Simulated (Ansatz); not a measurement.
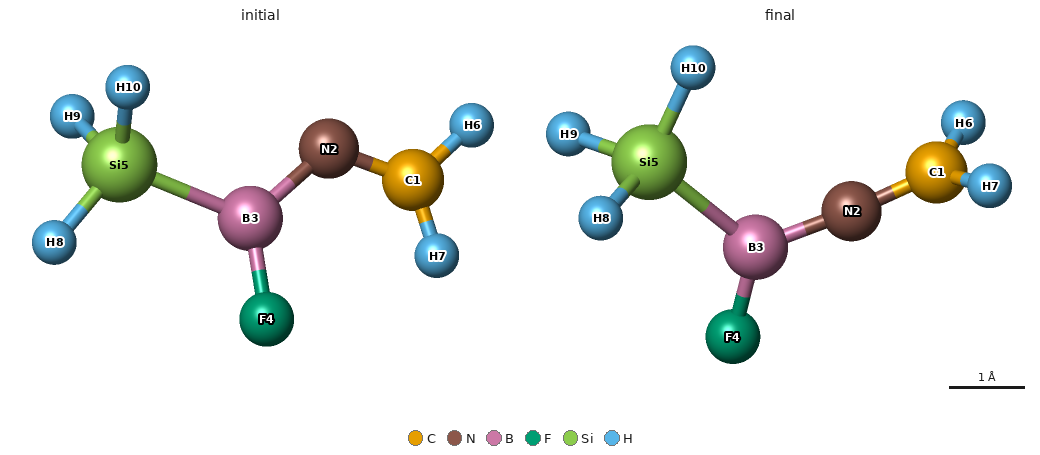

The structure of CH$_{5}$BFNSi (coarse preliminary run) before (left) and after (right) a relaxation, at one scale.

A ball-and-stick model, seen at a tilt.

The start comes from a force field.

The calculation used RKS PBE-D4/def2-SVP in Ansatz 0.2.0. Set-up: force threshold 0.03 eV/Å; at most 200 steps.

> Summarise the run.

The largest move after the best rigid fit is that of H7, 1.49 Å. Largest moves by element: H 1.49 Å, F 1.46 Å, N 0.84 Å, B 0.62 Å, C 0.33 Å, Si 0.14 Å. Among the contacts that change: N2–B3 1.498 → 1.377 Å, B3–Si5 1.959 → 2.039 Å, Si5–H8 1.453 → 1.509 Å, C1–H7 1.068 → 1.115 Å. Among the angles between lasting bonds that change: C1–N2–B3 120.2° → 175.3°, F4–B3–Si5 117.0° → 121.2°, N2–C1–H7 125.8° → 121.9°. Groups turn about B3–Si5 by about 60°. Over 18 accepted moves (20 points after the start) the energy falls by 1.026 eV. Largest force component: 3.1 eV/Å at the start, 0.0087 eV/Å at the end. The line search rejected the trial steps at points 2, 19 of the run.
